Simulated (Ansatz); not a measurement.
**BGeHF (doublet): the correlation ladder, cc-pVDZ**

Aim: climb from Hartree-Fock through coupled cluster and multireference methods for BGeHF (doublet) at one geometry and basis, and see what each rung misses.

Method: cc-pVDZ, core rule «outside noble gas», up to 16 orbitals frozen; program: Ansatz 0.2.0, Gaussian basis.

Plan: UHF; CCSD(T) on ROHF; BCCD(T) on ROHF; CISD as a restricted active space (open shells left free, so some higher excitations enter); CCSDT(Q) on ROHF; CCSDT(Q) on UHF; CASSCF and MRCISD+Q, 9 electrons in 9 orbitals; CASSCF and NEVPT2, 9 electrons in 9 orbitals.

19 further runs of the same task are left out: 7 that didn't finish, 12 set aside as unsound or not needed. Runs told in other sessions of the task aren't counted.

**1. The system**

The geometry is a PBE0/def2-TZVP stationary point (not a proven minimum) of the parent state, kept for this charge and spin. No spin-orbit coupling is included. The filled d shell of Ge may be among the frozen orbitals whatever the setting's name suggests.

4 atoms, charge 0, spin multiplicity 2.

Atoms are counted from 1 here; the program's logs count them from 0.

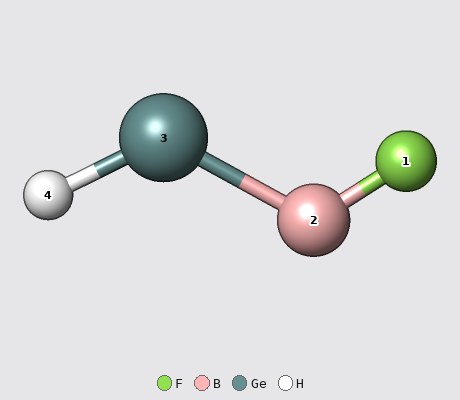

The geometry (fluorine green, boron pink, germanium teal, hydrogen white); atoms are numbered from 1 in the order of the file.

In the tables R marks a restricted open-shell determinant and U an unrestricted one; 'frontier' is the active space of 9 electrons in 9 orbitals; energies count from the table's Hartree-Fock row.

**2. UHF**

Contents of in.yaml:

```yaml
crystal:
  periodic: [false, false, false]
  atoms:
    - {symbol: F, position_ang: [0.000000, -0.189970, 2.185434]}
    - {symbol: B, position_ang: [0.000000, 0.665666, 1.189921]}
    - {symbol: Ge, position_ang: [0.000000, -0.060678, -0.721086]}
    - {symbol: H, position_ang: [0.000000, 0.813817, -1.988494]}
basis:
  gaussian: {orbitals: cc-pVDZ}
magnetization: {spin_polarized: true, initial_magnetization: 1}
hamiltonian: {xc: hf}
output: {orbitals: {seedname: orbitals}}
```

The run is started by

```sh
$ ansatz run in.yaml --threads 1 --pin off --events-out ev --progress --plain --max-ram 2393MiB
```

Output:

```text
Functional definition: HF
  name "HF"
  cite "Fock, Z. Phys. 61, 126 (1930) doi:10.1007/BF01340294"
  parent pbe
  exchange = exact_x
  correlation = 0
631 factors; integrals over basis functions are off by at most 1.1e-3 eV
mean field evaluation 1: about -59863.1843 eV, gradient 1.5e1 eV
mean field evaluation 2: about -59863.2135 eV, gradient 1.5e1 eV
mean field evaluation 4: about -59864.4549 eV, gradient 1.6e0 eV
mean field evaluation 8: about -59864.4898 eV, gradient 2.4e-1 eV
mean field evaluation 16: about -59864.7712 eV, gradient 1.8e0 eV
mean field evaluation 32: about -59864.9301 eV, gradient 2.8e-1 eV
mean field evaluation 64: about -59864.3762 eV, gradient 8.3e-1 eV
mean field evaluation 96: about -59864.4931 eV, gradient 1.5e-1 eV
mean field -59864.93654695 eV, -2199.9958401890 hartree, gradient 1.4e-5 eV, S^2 1.454435; 5 other end points of the search recorded, 0 dependent functions left out
reference -59864.93654695 eV, -2199.9958401890 hartree; 24, 23 occupied and 36, 37 virtual orbitals, 631 factors
Total energy: -59864.93654695 eV, -2199.9958401890 hartree
```

It took 4.6 s on 1 thread of Intel Xeon Platinum 8259CL at 2.50GHz, shared host.

From the report: ⟨S²⟩ of the determinant 1.454 (pure doublet: 0.75). The determinant of HF (⟨S²⟩ 1.45) is far from a pure spin state, so its energy mixes those of several spin states; that is harmless only where they are near-degenerate.

**3. CCSD(T) on ROHF**

Changes to in.yaml since step 2:

```diff
@@ -9,4 +9,4 @@
   gaussian: {orbitals: cc-pVDZ}
-magnetization: {spin_polarized: true, initial_magnetization: 1}
-hamiltonian: {xc: hf}
-output: {orbitals: {seedname: orbitals}}
+magnetization: {spin_polarized: false, initial_magnetization: 1}
+correlation: {method: ccsd_t, electrons: outside_noble_gas}
+output: {forces: true}
```

Same command.

Output, shortened:

```text
Functional definition: HF
  name "HF"
  cite "Fock, Z. Phys. 61, 126 (1930) doi:10.1007/BF01340294"
  parent pbe
[...]
631 factors; integrals over basis functions are off by at most 1.1e-3 eV
[...]
mean field -59864.41936824 eV, -2199.9768342218 hartree, gradient 6.4e-6 eV, S^2 0.750000; 7 other end points of the search recorded, 0 dependent functions left out
[...]
determinant -59864.41936824 eV, -2199.9768342218 hartree, with singles and doubles -59874.49156647 eV, -2200.3469806798 hartree
determinant -59863.69477052 eV, -2199.9502057469 hartree, with singles and doubles -59873.25318210 eV, -2200.3014708934 hartree
determinant -59862.60452074 eV, -2199.9101398064 hartree, with singles and doubles -59872.76165042 eV, -2200.2834074374 hartree
determinant -59864.30847351 eV, -2199.9727589157 hartree, with singles and doubles -59874.48178239 eV, -2200.3466211215 hartree
[...]
reference -59864.41936824 eV, -2199.9768342218 hartree; 8, 7 occupied and 36, 37 virtual orbitals, 631 factors
second order -9.24993099 eV of doubles, -0.04155228 eV of singles
cycle   1  -10.07389475 eV  change    1.9e-6 eV  update   1.4e-6
[...]
cycle   3  -10.07389512 eV  change   -3.3e-7 eV  update   4.9e-7
perturbative correction -0.36078381 eV, -0.0132585604 hartree
[...]
Total energy: -59874.85404717 eV, -2200.3603015996 hartree
Atom 0 at     0.000000    -0.189970     2.185434 Å, force    -0.000000     0.658710     0.787622 eV/Å
Atom 1 at     0.000000     0.665666     1.189921 Å, force     0.000000    -0.884193    -0.473947 eV/Å
Atom 2 at     0.000000    -0.060678    -0.721086 Å, force    -0.000000    -0.436147    -0.122001 eV/Å
Atom 3 at     0.000000     0.813817    -1.988494 Å, force     0.000000     0.661630    -0.191674 eV/Å
Dipole moment:    -0.000000     0.044952     0.033742 e Å
```

Wall time 29 s (1 thread of Intel Xeon Platinum 8259CL at 2.50GHz, shared host).

From the report: correlation -10.4347 eV; T1 0.027; largest double amplitude 0.17.

**4. BCCD(T) on ROHF**

Changes to in.yaml since step 3:

```diff
@@ -10,3 +10,2 @@
 magnetization: {spin_polarized: false, initial_magnetization: 1}
-correlation: {method: ccsd_t, electrons: outside_noble_gas}
-output: {forces: true}
+correlation: {method: bccd_t, electrons: outside_noble_gas}
```

Launched as before.

Output, shortened:

```text
Functional definition: HF
  name "HF"
  cite "Fock, Z. Phys. 61, 126 (1930) doi:10.1007/BF01340294"
  parent pbe
[...]
631 factors; integrals over basis functions are off by at most 1.1e-3 eV
[...]
mean field -59864.41936824 eV, -2199.9768342218 hartree, gradient 6.4e-6 eV, S^2 0.750000; 7 other end points of the search recorded, 0 dependent functions left out
[...]
determinant -59864.41936824 eV, -2199.9768342218 hartree, with singles and doubles -59874.49156647 eV, -2200.3469806798 hartree
determinant -59863.69477052 eV, -2199.9502057469 hartree, with singles and doubles -59873.25318210 eV, -2200.3014708934 hartree
determinant -59862.60452074 eV, -2199.9101398064 hartree, with singles and doubles -59872.76165042 eV, -2200.2834074374 hartree
determinant -59864.30847351 eV, -2199.9727589157 hartree, with singles and doubles -59874.48178239 eV, -2200.3466211215 hartree
determinant -59864.30847351 eV, -2199.9727589157 hartree, with singles and doubles -59874.48202500 eV, -2200.3466300374 hartree
determinant -59864.41936824 eV, -2199.9768342218 hartree, with singles and doubles -59874.49326491 eV, -2200.3470430962 hartree
unrestricted determinant -59864.93654695 eV, -2199.9958401890 hartree, S^2 1.4544
16 core orbitals not correlated, not the lowest: weight in the atoms' cores, before any rotation towards them, 0.997 or more for the frozen orbitals, at most 0.003 for the correlated occupied ones
reference -59864.41936824 eV, -2199.9768342218 hartree; 8, 7 occupied and 36, 37 virtual orbitals, 631 factors
second order -9.24993099 eV of doubles, -0.04155228 eV of singles
cycle   1  -10.02954611 eV  change    4.4e-2 eV  update   2.2e-2
[...]
cycle  13  -10.02946155 eV  change    7.2e-6 eV  update   1.2e-5
perturbative correction -0.40839700 eV, -0.0150083130 hartree
Total energy: -59874.85722679 eV, -2200.3604184485 hartree
```

Run time: 23 s. Hardware: 1 thread of Intel Xeon Platinum 8259CL at 2.50GHz, shared host.

From the report: correlation -10.4379 eV; largest double amplitude 0.17.

**5. CISD as a restricted active space (open shells left free, so some higher excitations enter)**

Changes to in.yaml since step 4:

```diff
@@ -10,2 +10,2 @@
 magnetization: {spin_polarized: false, initial_magnetization: 1}
-correlation: {method: bccd_t, electrons: outside_noble_gas}
+correlation: {active_space: {ras: {orbitals: [7, 1, 36], electrons: 15, max_holes: 2, max_particles: 2}, fixed_orbitals: true}}
```

The command is unchanged.

Output:

```text
Functional definition: HF
  name "HF"
  cite "Fock, Z. Phys. 61, 126 (1930) doi:10.1007/BF01340294"
  parent pbe
  exchange = exact_x
  correlation = 0
631 factors; integrals over basis functions are off by at most 1.1e-3 eV
mean field evaluation 1: about -59863.1744 eV, gradient 2.1e1 eV
mean field evaluation 2: about -59863.2033 eV, gradient 2.2e1 eV
mean field evaluation 4: about -59864.3961 eV, gradient 1.9e0 eV
mean field evaluation 8: about -59864.4191 eV, gradient 1.2e-1 eV
mean field evaluation 16: about -59858.7006 eV, gradient 5.9e0 eV
mean field evaluation 32: about -59863.7237 eV, gradient 5.0e-1 eV
mean field evaluation 64: about -59864.4101 eV, gradient 7.9e-1 eV
mean field -59864.41936824 eV, -2199.9768342218 hartree, gradient 6.4e-6 eV, S^2 0.750000; 6 other end points of the search recorded, 0 dependent functions left out
reference -59864.41936824 eV, -2199.9768342218 hartree; 24, 23 occupied and 36, 37 virtual orbitals, 631 factors
state -59872.18719523 eV, -2200.2622965986 hartree
Total energy: -59872.18719523 eV, -2200.2622965986 hartree
```

Run time: 17 s. Hardware: 1 thread of Intel Xeon Platinum 8259CL at 2.50GHz, shared host.

From the report: 83,417 determinants.

**6. CCSDT(Q) on ROHF**

Changes to in.yaml since step 5:

```diff
@@ -10,2 +10,2 @@
 magnetization: {spin_polarized: false, initial_magnetization: 1}
-correlation: {active_space: {ras: {orbitals: [7, 1, 36], electrons: 15, max_holes: 2, max_particles: 2}, fixed_orbitals: true}}
+correlation: {method: ccsdt_q, electrons: outside_noble_gas}
```

The command is unchanged.

Output, shortened:

```text
Functional definition: HF
  name "HF"
  cite "Fock, Z. Phys. 61, 126 (1930) doi:10.1007/BF01340294"
  parent pbe
[...]
1132 factors; integrals over basis functions are off by at most 1.4e-7 eV
[...]
mean field -59864.41949551 eV, -2199.9768388990 hartree, gradient 7.3e-6 eV, S^2 0.750000; 7 other end points of the search recorded, 0 dependent functions left out
[...]
determinant -59864.41949551 eV, -2199.9768388990 hartree, with singles and doubles -59874.49170142 eV, -2200.3469856390 hartree
determinant -59863.69488876 eV, -2199.9502100922 hartree, with singles and doubles -59873.25331503 eV, -2200.3014757786 hartree
determinant -59862.60465062 eV, -2199.9101445794 hartree, with singles and doubles -59872.76179121 eV, -2200.2834126115 hartree
determinant -59864.30860272 eV, -2199.9727636641 hartree, with singles and doubles -59874.48191668 eV, -2200.3466260563 hartree
determinant -59864.30860272 eV, -2199.9727636641 hartree, with singles and doubles -59874.48216024 eV, -2200.3466350070 hartree
determinant -59864.41949551 eV, -2199.9768388990 hartree, with singles and doubles -59874.49340016 eV, -2200.3470480667 hartree
unrestricted determinant -59864.93667012 eV, -2199.9958447152 hartree, S^2 1.4544
16 core orbitals not correlated, not the lowest: weight in the atoms' cores, before any rotation towards them, 0.997 or more for the frozen orbitals, at most 0.003 for the correlated occupied ones
reference -59864.41949551 eV, -2199.9768388990 hartree; 8, 7 occupied and 36, 37 virtual orbitals, 1132 factors
second order -9.24996279 eV of doubles, -0.04155195 eV of singles
cycle   1  -9.60272086 eV  change   -3.1e-1 eV  update   1.3e-1
[...]
cycle  25  -10.48291284 eV  change   -6.1e-7 eV  update   1.4e-6
perturbative correction -0.02983164 eV, -0.0010962926 hartree
Total energy: -59874.93223999 eV, -2200.3631751331 hartree
```

Wall time 2.1 min (1 thread of Intel Xeon Platinum 8259CL at 2.50GHz, shared host); peak memory 1.1 GiB.

From the report: correlation -10.5127 eV; T1 0.028; largest double amplitude 0.20.

**7. CCSDT(Q) on UHF**

Changes to in.yaml since step 6:

```diff
@@ -9,3 +9,3 @@
   gaussian: {orbitals: cc-pVDZ}
-magnetization: {spin_polarized: false, initial_magnetization: 1}
+magnetization: {spin_polarized: true, initial_magnetization: 1}
 correlation: {method: ccsdt_q, electrons: outside_noble_gas}
```

The command is unchanged.

Output, shortened:

```text
Functional definition: HF
  name "HF"
  cite "Fock, Z. Phys. 61, 126 (1930) doi:10.1007/BF01340294"
  parent pbe
[...]
1132 factors; integrals over basis functions are off by at most 1.4e-7 eV
[...]
mean field -59864.93667012 eV, -2199.9958447152 hartree, gradient 2.0e-6 eV, S^2 1.454434; 13 other end points of the search recorded, 0 dependent functions left out
determinant -59864.93667012 eV, -2199.9958447152 hartree, with singles and doubles -59874.38844856 eV, -2200.3431911665 hartree
determinant -59864.71657363 eV, -2199.9877563184 hartree, with singles and doubles -59874.36094845 eV, -2200.3421805561 hartree
determinant -59863.77672262 eV, -2199.9532174311 hartree, with singles and doubles -59873.25601460 eV, -2200.3015749860 hartree
determinant -59863.61217597 eV, -2199.9471704532 hartree, with singles and doubles -59872.69716911 eV, -2200.2810377931 hartree
[...]
determinant -59864.93667012 eV, -2199.9958447152 hartree, with singles and doubles -59874.45453157 eV, -2200.3456196723 hartree
determinant -59864.71657363 eV, -2199.9877563184 hartree, with singles and doubles -59874.43225290 eV, -2200.3448009464 hartree
determinant -59864.49057821 eV, -2199.9794511400 hartree, with singles and doubles -59874.49395683 eV, -2200.3470685237 hartree
16 core orbitals not correlated, not the lowest: weight in the atoms' cores, before any rotation towards them, 0.724 or more for the frozen orbitals, at most 0.444 for the correlated occupied ones
reference -59864.93667012 eV, -2199.9958447152 hartree; 8, 7 occupied and 36, 37 virtual orbitals, 1132 factors
second order -8.46125960 eV of doubles, -0.00000000 eV of singles
cycle   1  -8.80353989 eV  change   -3.4e-1 eV  update   1.1e-1
[...]
cycle  31  -9.96584180 eV  change    1.9e-7 eV  update   1.4e-6
perturbative correction -0.04439279 eV, -0.0016314051 hartree
Total energy: -59874.94690471 eV, -2200.3637140513 hartree
```

It took 2.2 min on 1 thread of Intel Xeon Platinum 8259CL at 2.50GHz, shared host; peak memory 0.8 GiB.

From the report: ⟨S²⟩ of the determinant 1.454 (pure doublet: 0.75); correlation -10.0102 eV; T1 0.093; largest double amplitude 0.26. The determinant of CCSDT(Q) (⟨S²⟩ 1.45) is far from a pure spin state, so its energy mixes those of several spin states; high orders of coupled cluster remove much of that, low ones don't.

**8. CASSCF and MRCISD+Q, 9 electrons in 9 orbitals**

Changes to in.yaml since step 7:

```diff
@@ -9,3 +9,3 @@
   gaussian: {orbitals: cc-pVDZ}
-magnetization: {spin_polarized: true, initial_magnetization: 1}
-correlation: {method: ccsdt_q, electrons: outside_noble_gas}
+magnetization: {spin_polarized: false, initial_magnetization: 1}
+correlation: {method: fic_mrcisd_q, electrons: outside_noble_gas, active_space: {window: {electrons: 9, orbitals: 9}}}
```

Launched as before.

Output, shortened:

```text
Functional definition: HF
  name "HF"
  cite "Fock, Z. Phys. 61, 126 (1930) doi:10.1007/BF01340294"
  parent pbe
[...]
631 factors; integrals over basis functions are off by at most 1.1e-3 eV
[...]
mean field -59864.41936824 eV, -2199.9768342218 hartree, gradient 6.4e-6 eV, S^2 0.750000; 6 other end points of the search recorded, 0 dependent functions left out
reference -59864.41936824 eV, -2199.9768342218 hartree; 24, 23 occupied and 36, 37 virtual orbitals, 631 factors
state -59866.64478171 eV, -2200.0586166587 hartree
contracted CI cycle   1: correlation 0.00000000 eV, 0.0000000000 hartree, residual 3.17e1 eV
contracted CI cycle   2: correlation -7.26181707 eV, -0.2668668551 hartree, residual 4.46e0 eV
contracted CI cycle   3: correlation -7.48835839 eV, -0.2751920952 hartree, residual 1.31e0 eV
contracted CI cycle   4: correlation -7.50636509 eV, -0.2758538290 hartree, residual 3.37e-1 eV
contracted CI cycle   5: correlation -7.50797297 eV, -0.2759129176 hartree, residual 1.14e-1 eV
contracted CI cycle   6: correlation -7.50815709 eV, -0.2759196839 hartree, residual 3.76e-2 eV
contracted CI cycle   7: correlation -7.50817665 eV, -0.2759204028 hartree, residual 1.23e-2 eV
contracted CI cycle   8: correlation -7.50817855 eV, -0.2759204726 hartree, residual 3.40e-3 eV
contracted CI cycle   9: correlation -7.50817870 eV, -0.2759204780 hartree, residual 1.10e-3 eV
contracted CI cycle  10: correlation -7.50817872 eV, -0.2759204786 hartree, residual 3.33e-4 eV
state -59866.64478171 eV, -2200.0586166587 hartree; corrected -59874.77179078 eV, -2200.3572787333 hartree
Total energy: -59874.77179078 eV, -2200.3572787333 hartree
```

It took 19 s on 1 thread of Intel Xeon Platinum 8259CL at 2.50GHz, shared host; peak memory 0.39 GiB.

From the report: 7,956 determinants; active occupations 2.00, 1.98, 1.96, 1.82, 0.98, 0.16, 0.04, 0.03, 0.02.

**9. CASSCF and NEVPT2, 9 electrons in 9 orbitals**

Changes to in.yaml since step 8:

```diff
@@ -10,2 +10,2 @@
 magnetization: {spin_polarized: false, initial_magnetization: 1}
-correlation: {method: fic_mrcisd_q, electrons: outside_noble_gas, active_space: {window: {electrons: 9, orbitals: 9}}}
+correlation: {method: sc_nevpt2, electrons: outside_noble_gas, active_space: {window: {electrons: 9, orbitals: 9}}}
```

The command is unchanged.

Output:

```text
Functional definition: HF
  name "HF"
  cite "Fock, Z. Phys. 61, 126 (1930) doi:10.1007/BF01340294"
  parent pbe
  exchange = exact_x
  correlation = 0
631 factors; integrals over basis functions are off by at most 1.1e-3 eV
mean field evaluation 1: about -59863.1744 eV, gradient 2.1e1 eV
mean field evaluation 2: about -59863.2033 eV, gradient 2.2e1 eV
mean field evaluation 4: about -59864.3961 eV, gradient 1.9e0 eV
mean field evaluation 8: about -59864.4191 eV, gradient 1.2e-1 eV
mean field evaluation 16: about -59858.7006 eV, gradient 5.9e0 eV
mean field evaluation 32: about -59863.7237 eV, gradient 5.0e-1 eV
mean field evaluation 64: about -59864.4101 eV, gradient 7.9e-1 eV
mean field -59864.41936824 eV, -2199.9768342218 hartree, gradient 6.4e-6 eV, S^2 0.750000; 6 other end points of the search recorded, 0 dependent functions left out
reference -59864.41936824 eV, -2199.9768342218 hartree; 24, 23 occupied and 36, 37 virtual orbitals, 631 factors
state -59866.64478171 eV, -2200.0586166587 hartree
state -59866.64478171 eV, -2200.0586166587 hartree; corrected -59874.11360970 eV, -2200.3330910247 hartree
Total energy: -59874.11360970 eV, -2200.3330910247 hartree
```

It took 16 s on 1 thread of Intel Xeon Platinum 8259CL at 2.50GHz, shared host.

From the report: 7,956 determinants; active occupations 2.00, 1.98, 1.96, 1.82, 0.98, 0.16, 0.04, 0.03, 0.02.

**10. Misses and costs**

No level here is safe as a reference; RCCSDT(Q) serves as a yardstick only. Rows without a time are mean-field rows or come out of runs for another level: lower rungs of the coupled-cluster runs, CASSCF and MRCISD of the multireference runs, or the Hartree-Fock search. The times of RCCSD(T) include forces.

Differences are taken before rounding.

| method | energy from the lowest ROHF (kcal/mol) | from RCCSDT(Q) (kcal/mol) | time |
| --- | --- | --- | --- |
| ROHF | 0.00 | +242.43 |  |
| RMP2 | -214.27 | +28.17 |  |
| RCCSD | -232.31 | +10.12 |  |
| RCCSD(T) | -240.63 | +1.80 | 29 s |
| BCCD(T) | -240.70 | +1.73 | 23 s |
| RCCSDT | -241.74 | +0.69 |  |
| RCCSDT(Q) | -242.43 | 0 | 2.1 min |
| CASSCF frontier | -51.32 | +191.11 |  |
| NEVPT2 frontier | -223.55 | +18.88 | 16 s |
| MRCISD frontier | -224.46 | +17.97 |  |
| MRCISD+Q frontier | -238.73 | +3.70 | 19 s |

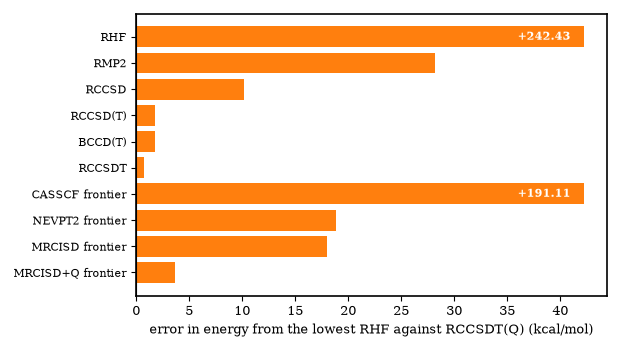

How far each level lands from RCCSDT(Q). Bars with a number in them are cut short.

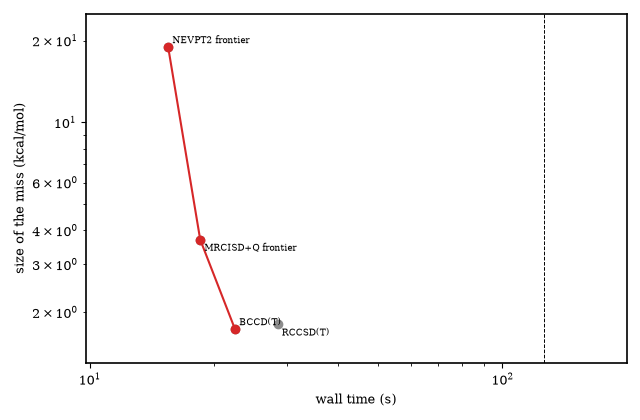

Miss against cost. Red marks the levels that no quicker level drawn beats (of those quicker than the yardstick), and the dashed line is the time of RCCSDT(Q). Times are from a shared host.

Not comparable, so not listed: CISD as a restricted active space (open shells left free, so some higher excitations enter); CCSDT(Q) on UHF (they don't share determinant, frozen orbitals or solution with the rows shown, or repeat one).

**11. Results**

| quantity | value |
| --- | --- |
| RCCSDT(Q) from the ROHF energy | -10.5129 eV |
| RMP2 from RCCSDT(Q) | +28.17 kcal/mol |
| RCCSD from RCCSDT(Q) | +10.12 kcal/mol |
| RCCSD(T) from RCCSDT(Q) | +1.80 kcal/mol |
| NEVPT2 frontier from RCCSDT(Q) | +18.88 kcal/mol |
| MRCISD+Q frontier from RCCSDT(Q) | +3.70 kcal/mol |
| T1 diagnostic | 0.027 |

What this shows: RCCSD(T) misses by +1.80 kcal/mol, 0.7 % of the correlation energy. Warnings: spin contamination.
